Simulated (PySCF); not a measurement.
# SnH4 (SMILES [H][Sn]([H])([H])[H]) at 6 levels

Aim: a comparison of 6 runs (B2PLYP/STO-3G, M06-2X/STO-3G, PBE0/STO-3G, UPBE0/STO-3G, wB97X-V/STO-3G, CCSDTQ/STO-3G) of SnH4. Input form: a Python script.

The calculation is run with PySCF 2.14.0.

1 further run of the same task is left out (set aside as unsound or not needed).

### Step 1. Starting point

SnH4: 5 atoms, total charge 0, spin state singlet. SMILES: `[H][Sn]([H])([H])[H]`. One bond was lengthened or shortened from a relaxed shape.

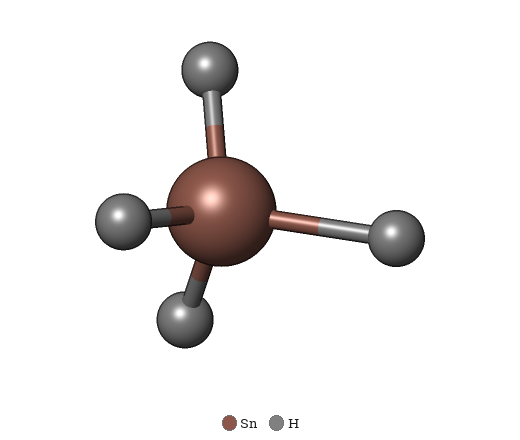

The structure, seen from a chosen angle (tin brown, hydrogen grey).

### Step 2. The energy at B2PLYP/STO-3G (run 1)

The input, input.xyz:

```xyz
5

Sn    -0.309288    -0.002428     0.110384
H     -0.296308    -0.020668     1.749084
H      1.540690     0.010760    -0.554870
H     -1.088038     1.339882    -0.416276
H     -1.080248    -1.336338    -0.444876
```

The input, run.py:

```python
from pyscf import gto, dft, mp

mol = gto.M(
    atom='input.xyz',
    basis='sto-3g',
    spin=0,
    verbose=4,
    max_memory=1860,
)

myscf = dft.RKS(mol)
myscf.xc = '0.53*HF + 0.47*B88, 0.73*LYP'
myscf.grids.level = 5
myscf.conv_tol = 1e-10
myscf.kernel()
if not myscf.converged:
    myscf = myscf.newton().run(myscf.mo_coeff, myscf.mo_occ)

pt = mp.MP2(myscf, frozen=18).run()
e_tot = myscf.e_tot + 0.27 * pt.e_corr
print('PT2 part  %.8f' % (0.27 * pt.e_corr))
print('E = %.10f Eh' % e_tot)
```

Launch:

```console
$ OMP_NUM_THREADS=1 python run.py
```

What it wrote:

```text
PySCF version 2.14.0

[... 69 lines left out ...]
converged SCF energy = -5967.18741718806
[... 1 line left out ...]
******** <class 'pyscf.mp.mp2.RMP2'> ********
nocc = 9, nmo = 13
frozen orbitals 18
E(RMP2) = -5967.245293008  E_corr = -0.057875819939768
E(SCS-RMP2) = -5967.2561093246  E_corr = -0.0686921365343672
E_corr(same-spin) = -0.000875593146178226
E_corr(oppo-spin) = -0.0570002267935898
PT2 part  -0.01562647
E = -5967.2030436594 Eh
```

Wall time 2.8 s (1 thread of Arm Neoverse V2, shared host); peak memory 0.24 GiB.

### Step 3. A single-point energy at M06-2X/STO-3G (run 2)

The input, job.py:

```python
from pyscf import gto, dft

molecule = gto.M(
    atom='''
Sn    -0.309288    -0.002428     0.110384
H     -0.296308    -0.020668     1.749084
H      1.540690     0.010760    -0.554870
H     -1.088038     1.339882    -0.416276
H     -1.080248    -1.336338    -0.444876
''',
    charge=0,
    basis='sto-3g',
    max_memory=1860,
    verbose=3,
)

myscf = dft.RKS(molecule)
myscf.xc = 'm06-2x'
myscf.grids.level = 5
myscf.conv_tol = 1e-10
myscf.kernel()
if not myscf.converged:
    myscf = myscf.newton().run(myscf.mo_coeff, myscf.mo_occ)

e_final = myscf.e_tot
print('Final energy', e_final)
```

Launch:

```console
$ OMP_NUM_THREADS=1 python job.py
```

What it wrote:

```text
converged SCF energy = -5967.8804092187
Final energy -5967.880409218696
```

Wall time 4.2 s (1 thread of Arm Neoverse V2, shared host); peak memory 0.24 GiB.

### Step 4. The energy at PBE0/STO-3G (run 3)

The input, job.py:

```python
from pyscf import gto, dft

mol = gto.M(
    atom=[
    ('Sn', (-0.309288, -0.002428, 0.110384)),
    ('H', (-0.296308, -0.020668, 1.749084)),
    ('H', (1.540690, 0.010760, -0.554870)),
    ('H', (-1.088038, 1.339882, -0.416276)),
    ('H', (-1.080248, -1.336338, -0.444876)),
],
    spin=0,
    basis='sto-3g',
    max_memory=1860,
    verbose=4,
)

mf = dft.RKS(mol)
mf.xc = 'pbe0'
mf.grids.level = 5
mf.conv_tol = 1e-10
mf.kernel()
if not mf.converged:
    mf = mf.newton().run(mf.mo_coeff, mf.mo_occ)

e_final = mf.e_tot
print('E(%s) = %.9f' % ('PBE0', e_final))
```

Launch:

```console
$ OMP_NUM_THREADS=1 python job.py
```

What it wrote:

```text
PySCF version 2.14.0

[... 66 lines left out ...]
converged SCF energy = -5967.40983149236
E(PBE0) = -5967.409831492
```

Wall time 2.8 s (1 thread of Arm Neoverse V2, shared host); peak memory 0.24 GiB.

Runs 4 to 5 aren't shown in full; the table further down has their settings and results.

### Step 5. The energy at CCSDTQ/STO-3G (run 6)

The input, input.py:

```python
from pyscf import gto, cc

mol = gto.M(
    atom='''
Sn    -0.309288    -0.002428     0.110384
H     -0.296308    -0.020668     1.749084
H      1.540690     0.010760    -0.554870
H     -1.088038     1.339882    -0.416276
H     -1.080248    -1.336338    -0.444876
''',
    max_memory=1860,
    basis='sto-3g',
    spin=0,
    verbose=3,
    charge=0,
)

calc0 = mol.RHF()
calc0.conv_tol = 1e-10
calc0.kernel()
if not calc0.converged:
    calc0 = calc0.newton().run(calc0.mo_coeff, calc0.mo_occ)

mycc = cc.CCSDTQ(calc0, frozen=18)
mycc.kernel()
energy = mycc.e_tot
print('E = %.10f Eh' % energy)
```

Launch:

```console
$ OMP_NUM_THREADS=1 python input.py
```

What it wrote:

```text
converged SCF energy = -5965.58876505603
_make_eris_incore_RCCSDTQ
RCCSDTQ converged
E(RCCSDTQ) = -5965.658904388431   E_corr = -0.07013933240411607
E_corr(same-spin) = -0.000861331416353515
E_corr(oppo-spin) = -0.0692780009877626
E = -5965.6589043884 Eh
```

Run time: 9.9 s. Hardware: 1 thread of Arm Neoverse V2, shared host; peak memory 0.14 GiB.

### Step 6. All runs side by side

```
run           level  frozen core orbitals  follow instability   energy (Eh)  dipole moment (D) of the reference  HOMO energy (eV)  LUMO energy (eV)  wall time
  1   B2PLYP/STO-3G                    18                   –  -5967.203044                                0.22             -7.58              7.18      2.8 s
  2   M06-2X/STO-3G                     –                   –  -5967.880409                                0.18             -7.71              6.34      4.2 s
  3     PBE0/STO-3G                     –                   –  -5967.409831                                0.19             -6.51              5.51      2.8 s
  4    UPBE0/STO-3G                     –                 yes  -5967.409831                                0.19             -6.51              5.51       12 s
  5  wB97X-V/STO-3G                     –                   –  -5967.411889                                0.21             -8.90              7.96       11 s
  6   CCSDTQ/STO-3G                    18                   –  -5965.658904                                0.23             -9.34             10.12      9.9 s
```

### Step 7. Outcome

| quantity | value |
| --- | --- |
| run 6: total energy | -5965.65890 Eh |
| run 6: dipole moment (Hartree–Fock density) | 0.23 D |
| run 6: HOMO energy (Hartree–Fock orbitals) | -9.34 eV |
| run 6: LUMO energy (Hartree–Fock orbitals) | 10.12 eV |
| run 6: HOMO–LUMO gap (Hartree–Fock orbitals) | 19.46 eV |
| run 6: correlation energy (18 core orbitals frozen) | -70.1 mEh |
| run 6: T1 diagnostic | 0.004 |

**Reading.** Over runs 1, 2, 3, 4, 5 the dipole moment (its size) runs from 0.18 D (M06-2X/STO-3G) to 0.22 D (B2PLYP/STO-3G). A double hybrid's value is that of its SCF part. Over runs 1, 2, 3, 4, 5 the HOMO–LUMO gap runs from 12.02 eV (UPBE0/STO-3G) to 16.86 eV (wB97X-V/STO-3G). Totals of different functionals can't be ranked against each other. In runs 1, 2, 3, 4, 5, 6 the basis is minimal, so the values are rough. In runs 1, 2, 3, 4, 5, 6 relativity is left out where basis or elements ask for it. All runs together took 43 s, the longest 12 s.
